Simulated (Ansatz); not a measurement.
## From B to In: the dipole moment

One atom is swapped for its congeners: BH(SH)2; AlH(SH)2; GaH(SH)2; InH(SH)2. All are singlets with charge 0.

Shapes, held fixed at every level: PBE0-D4/def2-TZVP. Flexible molecules stand in one conformer, not always the lowest. Programs: Ansatz 0.2.0. Values in D.

```csv
level,BH(SH)2,AlH(SH)2,GaH(SH)2,InH(SH)2
PBE-D4/def2-TZVPP,0.75,1.60,0.63,1.37
r2SCAN-D4/def2-TZVPP,0.78,1.72,0.63,1.50
B3LYP-D4/def2-TZVPP,0.75,1.70,0.57,1.45
wB97M-V/def2-TZVPP,0.75,1.73,0.50,1.55
```

At wB97M-V/def2-TZVPP the dipole moment isn't monotonic: it is largest for Al and smallest for Ga (1.73 and 0.50 D). Every level shows the same order. For atoms past krypton def2 sets carry core potentials with scalar relativity. Relativity is left out for Ga unless named. Magnitudes only: a dipole under 1 D may point either way.

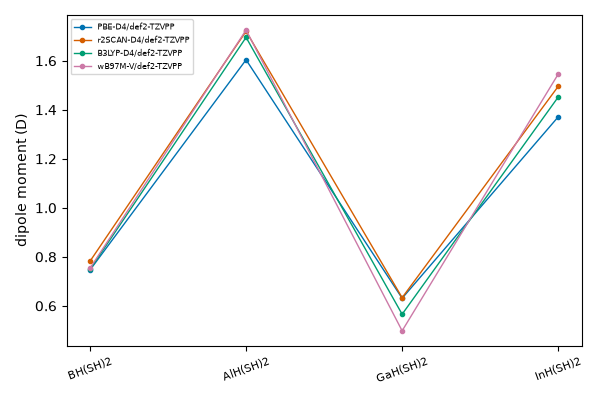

The trend along the series, level by level.
